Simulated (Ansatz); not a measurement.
F₃Si₂ (charge −1, triplet)

```csv
atom,x (Å),y (Å),z (Å)
F,-1.9766,-1.8410,1.0072
F,0.3145,-0.7605,1.1136
F,-0.2572,-2.3353,-0.7893
Si,-0.9078,-1.0354,0.0194
Si,-1.6943,0.7547,-1.2259
```

Geometry: PBE0-D3(BJ)/def2-SVPD.

These are results of isolated molecule in a Gaussian basis; Kohn-Sham density functional theory, functional PBE0 (Ansatz), not measurements.

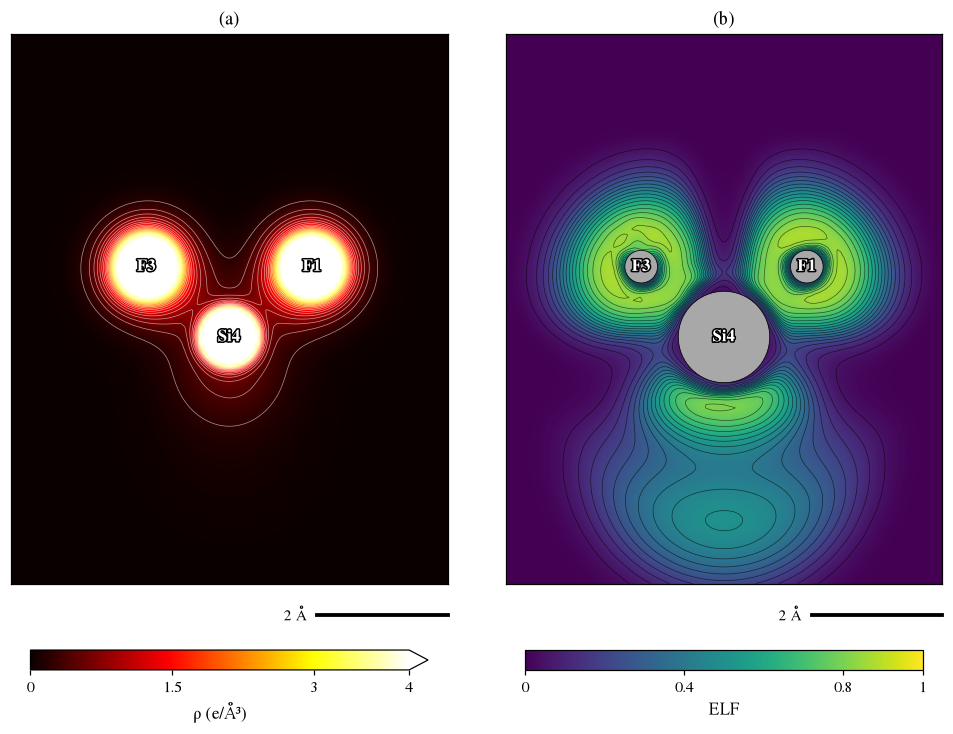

Figure 1. (a) electron density; (b) electron localisation function on the plane of atoms F1, Si4 and F3. Grey discs cover the atomic cores in the ELF map.

Q: Interpret the plot.

A:
- The plane passes through F and Si nuclei.
- Si–F (1.66 Å): ρ is about 1 e/Å³ halfway; the ELF peaks at about 0.85 in the valence shell of F, 0.6 Å from its nucleus, and is about 0.55 at the midpoint.
- The ELF also peaks beside F1 and F3, away from the bonds: non-bonding electrons, paired or unpaired.

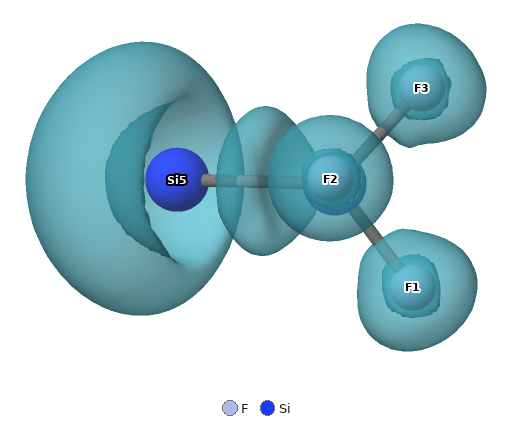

Figure 2. Isosurface of the electron localisation function at 0.75 (cyan), seen at a tilt. Only the valence region is drawn (cores and ρ < 0.01 e/Å³ removed).

Q: What do the ELF domains correspond to?

A: The ELF exceeds this value in one region between bonded Si–Si atoms (shared pairs), one lobe on Si, pointing away from the bonds (non-bonding electrons) and three regions wrapped around F (its lone pairs, merged into a ring or cap). Along the contacts the grid gives the following. Si–Si (2.32 Å): the ELF peaks at about 0.95 between the atoms; a covalent bond.

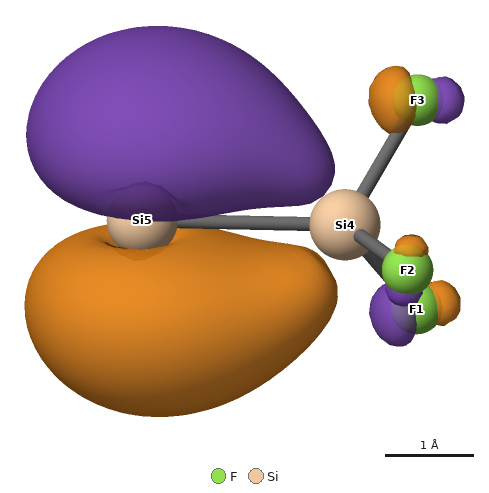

Figure 3. The HOMO (α) at ±0.1 Å⁻³ᐟ² (orange and purple are the two phases), seen at a tilt.

Q: Where does this orbital lie, and at what energy?

A: Its weight (Hirshfeld) is mainly on Si5 (about 80 %) and Si4 (about 15 %). It is one of a degenerate set, so its orientation is arbitrary. Its energy is −0.85 eV.
